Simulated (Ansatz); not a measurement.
# C3H10NO3Ta: taking an electron away

How much energy removes an electron from C3H10NO3Ta at fixed geometry? The cation is run at each level and the neutral's energy taken from earlier runs.

Computed with Ansatz 0.2.0, Gaussian basis. Level: unrestricted cation, the program's frozen cores in correlated methods.

The runs, in order: UKS PBE-D4/def2-TZVPP; UKS r2SCAN-D4/def2-TZVPP; UKS PBE0-D4/def2-TZVPP; UKS B3LYP-D4/def2-TZVPP; UKS wB97X-V/def2-TZVPP; UKS wB97M-V/def2-TZVPP; UKS B2PLYP/def2-TZVPP; UHF-CCSD(T)/def2-TZVPP; UHF-MP2/def2-QZVPP; extrapolation to the limit; then −ε(HOMO) from the neutral's earlier runs with LDA (SPW92), PBE-D4, revPBE-D4, BLYP-D4, r2SCAN-D4, B97M-V, PBE0-D4, B3LYP-D4, r2SCANh-D4, r2SCAN0-D4, HSE06-D4, BHLYP-D4, CAM-B3LYP-D4, LC-ωPBE, ωB97X-V, ωB97M-V.

## Step 1: The relaxed structure

All runs share one geometry, relaxed beforehand with PBE0-D4 in a triple-zeta def2 set. Ta takes the def2 core potential; no spin-orbit term is included.

SMILES `C[O][Ta](=[NH])([O]C)[O]C`, 18 atoms, charge 0, spin multiplicity 1.

Atoms are counted from 1 here; the program's logs count them from 0.

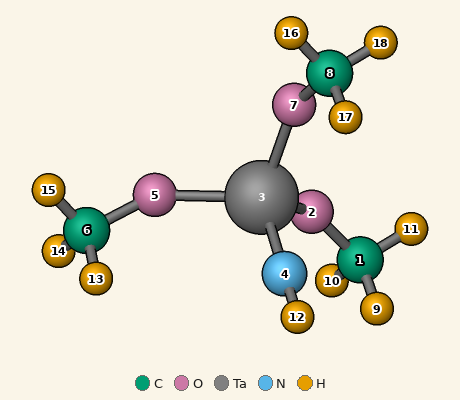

The structure; carbon teal, oxygen pink, tantalum grey, nitrogen blue, hydrogen amber; atoms are numbered from 1 in the order of the file.

## Step 2: Cation, UKS PBE-D4/def2-TZVPP

The input, in.yaml:

```yaml
crystal:
  periodic: [false, false, false]
  atoms:
    - {symbol: C, position_ang: [-1.378916, -0.655992, 2.750576]}
    - {symbol: O, position_ang: [-1.134188, -0.713805, 1.377209]}
    - {symbol: Ta, position_ang: [-0.037855, -0.034232, -0.017994]}
    - {symbol: N, position_ang: [1.127127, 1.118078, 0.664162]}
    - {symbol: O, position_ang: [-1.114798, 0.855177, -1.306234]}
    - {symbol: C, position_ang: [-1.347088, 2.081926, -1.931122]}
    - {symbol: O, position_ang: [0.906749, -1.460418, -0.845102]}
    - {symbol: C, position_ang: [2.180644, -1.957792, -1.126551]}
    - {symbol: H, position_ang: [-0.693067, 0.039325, 3.245455]}
    - {symbol: H, position_ang: [-2.406474, -0.325618, 2.932714]}
    - {symbol: H, position_ang: [-1.253389, -1.648929, 3.193888]}
    - {symbol: H, position_ang: [1.786670, 1.770972, 1.050325]}
    - {symbol: H, position_ang: [-0.661827, 2.850840, -1.559644]}
    - {symbol: H, position_ang: [-2.375347, 2.407187, -1.743673]}
    - {symbol: H, position_ang: [-1.209954, 1.981546, -3.012495]}
    - {symbol: H, position_ang: [2.313246, -2.052564, -2.208994]}
    - {symbol: H, position_ang: [2.959246, -1.295888, -0.733534]}
    - {symbol: H, position_ang: [2.301819, -2.948611, -0.677285]}
basis:
  gaussian: {orbitals: def2-TZVPP}
total_charge: 1
magnetization: {spin_polarized: true, initial_magnetization: 1}
hamiltonian: {xc: pbe, dispersion: d4}
```

The run is started by

```sh
$ ansatz run in.yaml --threads 4 --pin off --events-out ev --progress --plain --max-ram 41984MiB --backend cuda --devices 0, --max-vram 37GiB
```

Further steps of the session: Cation, UKS r2SCAN-D4/def2-TZVPP; Cation, UKS PBE0-D4/def2-TZVPP; Cation, UKS B3LYP-D4/def2-TZVPP; Cation, UKS wB97X-V/def2-TZVPP; Cation, UKS wB97M-V/def2-TZVPP; Cation, UKS B2PLYP (frozen core)/def2-TZVPP; Cation, UHF-CCSD(T)/def2-TZVPP; Cation, UHF-MP2/def2-QZVPP.

**Question.** What will the summary of the whole plan be? Wanted: ionisation energy, CCSD(T)/CBS; nearest functional by difference; nearest −ε(HOMO); −ε(HOMO) of PBE; T1 of the cation.

The runs gave:

```
                        quantity               value
  ionisation energy, CCSD(T)/CBS             9.55 eV
nearest functional by difference   B2PLYP (-0.26 eV)
                nearest −ε(HOMO)  ωB97M-V (+0.16 eV)
                 −ε(HOMO) of PBE             6.05 eV
                T1 of the cation               0.022
```

What this shows: Energy differences with functionals land within 0.79 eV of the reference. The PBE orbital energy is 3.5 eV too small: a semilocal HOMO is no ionisation energy. Among orbital estimates ωB97M-V comes nearest. Hartree-Fock falls 1.76 eV short, as the neutral has more correlation energy than the cation. Correlated methods include outer-core shells of Ta, which these sets cover unevenly.
